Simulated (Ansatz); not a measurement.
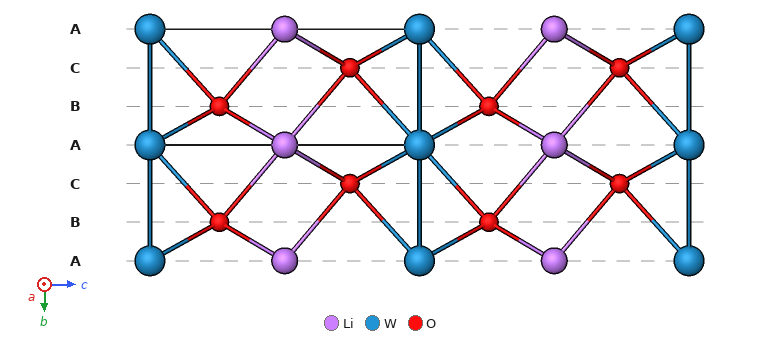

Projection along an edge of the hexagonal mesh, stacking direction c to the right. The dashed lines mark the three columns A (0, 0), B (1/3, 2/3) and C (2/3, 1/3). The sequence starts with the first layer at or above the cell's origin.

The compound is LiWO2, taken as the geometry relaxed with DFT PBE, scalar-relativistic, plane waves, PAW in Ansatz; the starting structure was generated, so it need not be a known form of this composition.

> Give the sequence of layers in one repeat, with element and column.

W(A) – O(B) – Li(A) – O(C) (four layers in 5.58 Å).

> How are the O layers alone stacked?

O layers alone: BC, the hexagonal close-packed type.

> Which positions between or in the O layers do the other atoms fill?

Li: one octahedral site; W: one octahedral site in each hexagonal cell.

> What short polytype symbol fits?

Polytype symbol O1, Delmas's symbol (site of Li and number of slabs in the repeat).
